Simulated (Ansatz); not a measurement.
# wB97X/STO-3G run of BCl (SMILES [B]Cl)

Aim: the energy change on altering one bond length of BCl at wB97X/STO-3G, from 2 runs. 

The results are computed with Ansatz 0.2.0.

40 further runs of the same task are left out: 1 that didn't finish, 39 set aside as unsound or not needed.

**1. The molecule**

BCl: 2 atoms, total charge 0, spin state singlet. As SMILES, `[B]Cl`. Geometry: relaxed at PBE0-D4/def2-TZVP.

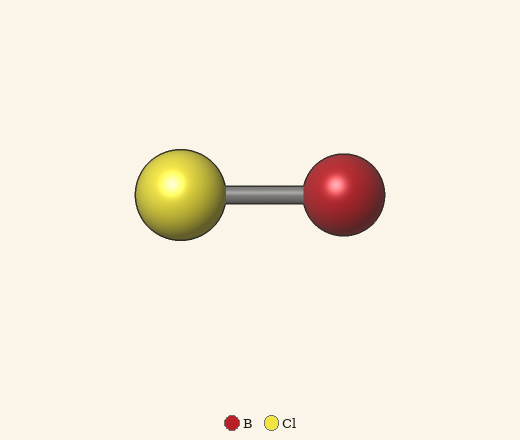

Viewed from a chosen angle; boron red, chlorine yellow.

**2. The energy at wB97X/STO-3G**

molecule.yaml

```yaml
crystal:
  periodic: [false, false, false]
  atoms:
    - symbol: B
      position_ang: [-0.000000, -0.000000, -0.069660]
    - symbol: Cl
      position_ang: [0.000000, 0.000000, 1.648190]
basis:
  gaussian: {orbitals: STO-3G}
hamiltonian: {xc: {name: wB97X}}
accuracy: high
```

Run with:

```sh
$ ansatz run molecule.yaml --threads 1 --pin off --max-ram 3480MiB --events-out events.jsonl --progress --plain --runs-dir runs
```

Output:

```text
Warning: RAYON_NUM_THREADS=1 ignored (pool sized by the plan → 1); use --threads N
Functional definition: wB97X
  name "wB97X"
  parameter omega = 0.3/bohr
  parameter cx = 0.157706
  parameter cx1 = 0.726479
  parameter cx2 = 1.04760
  parameter cx3 = -5.70635
  parameter cx4 = 13.2794
  parameter css1 = -4.33879
  parameter css2 = 18.2308
  parameter css3 = -31.7430
  parameter css4 = 17.2901
  parameter cos1 = 2.37031
  parameter cos2 = -11.3995
  parameter cos3 = 6.58405
  parameter cos4 = -3.78132
  exchange = spin_sum(e_x_unif_sr(omega)*poly(b97_u_x, 1 - cx, cx1, cx2, cx3, cx4)) + cx*exact_x_sr(omega)
      + exact_x_lr(omega)
  correlation = spin_sum(e_c_pw_same_spin*poly(b97_u_same, 1, css1, css2, css3, css4))
      + integral(e_c_pw_opposite_spin*poly(b97_u_opposite, 1, cos1, cos2, cos3, cos4))
224 factors; integrals over basis functions are off by at most 2.1e-8 eV
97 factors; integrals over basis functions are off by at most 6.7e-10 eV
mean field evaluation 1: about -13050.2944 eV, gradient 1.2e1 eV
mean field evaluation 2: about -13050.9485 eV, gradient 5.5e0 eV
mean field evaluation 4: about -13051.0703 eV, gradient 1.6e-1 eV
mean field evaluation 8: about -13051.0686 eV, gradient 1.2e-3 eV
mean field evaluation 16: about -13051.0686 eV, gradient 1.5e-8 eV
mean field -13051.06859924 eV, -479.6179246902 hartree, gradient 1.5e-8 eV, S^2 0.000000; 0 other end points of the search recorded, 0 dependent functions left out
reference -13051.06859813 eV, -479.6179246492 hartree; 11, 11 occupied and 3, 3 virtual orbitals, 224 factors
Total energy: -13051.06859813 eV, -479.6179246492 hartree
```

Run time: 1.5 s. Hardware: 1 thread of Intel Xeon Platinum 8488C (Sapphire Rapids), shared host; peak memory 0.17 GiB.

**3. The distorted shape, same level**

run.yaml

```yaml
crystal:
  periodic: [false, false, false]
  atoms:
    - symbol: B
      position_ang: [-0.000000, -0.000000, -0.499110]
    - symbol: Cl
      position_ang: [0.000000, 0.000000, 1.648190]
basis:
  gaussian:
    orbitals: STO-3G
hamiltonian:
  xc: {name: wB97X}
accuracy: high
```

Run with:

```sh
$ ansatz run run.yaml --threads 1 --pin off --max-ram 3480MiB --events-out events.jsonl --progress --plain --runs-dir runs
```

Output (excerpt; [...] marks lines left out):

```text
Warning: RAYON_NUM_THREADS=1 ignored (pool sized by the plan → 1); use --threads N
[... 2 set-up lines as earlier in the session ...]
[...]
      + exact_x_lr(omega)
[...]
      + integral(e_c_pw_opposite_spin*poly(b97_u_opposite, 1, cos1, cos2, cos3, cos4))
221 factors; integrals over basis functions are off by at most 3.2e-8 eV
101 factors; integrals over basis functions are off by at most 6.7e-10 eV
[...]
mean field -13050.20919875 eV, -479.5863423047 hartree, gradient 9.7e-9 eV, S^2 0.000000; 0 other end points of the search recorded, 0 dependent functions left out
reference -13050.20919760 eV, -479.5863422622 hartree; 11, 11 occupied and 3, 3 virtual orbitals, 221 factors
Total energy: -13050.20919760 eV, -479.5863422622 hartree
```

Run time: 1.5 s. Hardware: 1 thread of Intel Xeon Platinum 8488C (Sapphire Rapids), shared host; peak memory 0.17 GiB.

**4. Outcome**

At wB97X/STO-3G:

| quantity | value |
| --- | --- |
| first shape: total energy | -479.61792 Eh |
| distorted shape: total energy | -479.58634 Eh |
| energy change with the B1–Cl2 bond stretched from 1.718 to 2.147 Å | 0.859 eV |

What this shows: With the B1–Cl2 bond stretched from 1.718 to 2.147 Å the energy rises by 0.86 eV (82.9 kJ/mol). The first shape isn't relaxed at this level, so the change isn't measured from a minimum. The minimal basis adds a large error of its own.
